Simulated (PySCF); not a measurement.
```xyz
14

Si   -1.3976   -1.2358    1.0392
N    -0.4287   -0.0527    0.1726
Si   -0.9823    1.5952   -0.0400
Ge    1.3234   -0.5137   -0.1981
S     2.3775   -1.0646    1.6860
H    -1.3805   -1.0288    2.5203
H    -2.8148   -1.1339    0.5755
H    -0.8596   -2.5948    0.7346
H    -2.4580    1.5825   -0.2698
H    -0.7042    2.4567    1.1545
H    -0.2886    2.2053   -1.2140
H     1.9748    0.6982   -0.8842
H     1.3706   -1.7911   -1.0494
H     2.2089    0.1526    2.2483
```

Geometry: PBE0-D3(BJ)/def2-SVP.

Theory: CAM-B3LYP/def2-SVPD, SCF density, gas phase (PySCF).

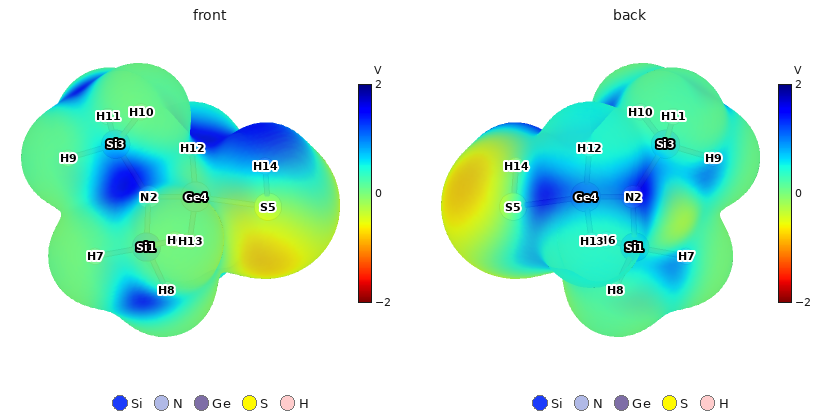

GeH9NSSi2 (SMILES [SiH3][N]([SiH3])[GeH2][SH]). The molecular electrostatic potential painted on the density surface at 0.002 e/bohr³, seen from the front and from behind; the colour scale runs from red (negative) to blue (positive).

Q: Describe the electrostatic potential map.

A: The most negative region (about −0.8 V) lies over S5, the most positive (about +1.6 V) over Si1, Si3 and Ge4.

Q: How polar is the molecule by this calculation?

A: Its dipole moment is 1.06 D.
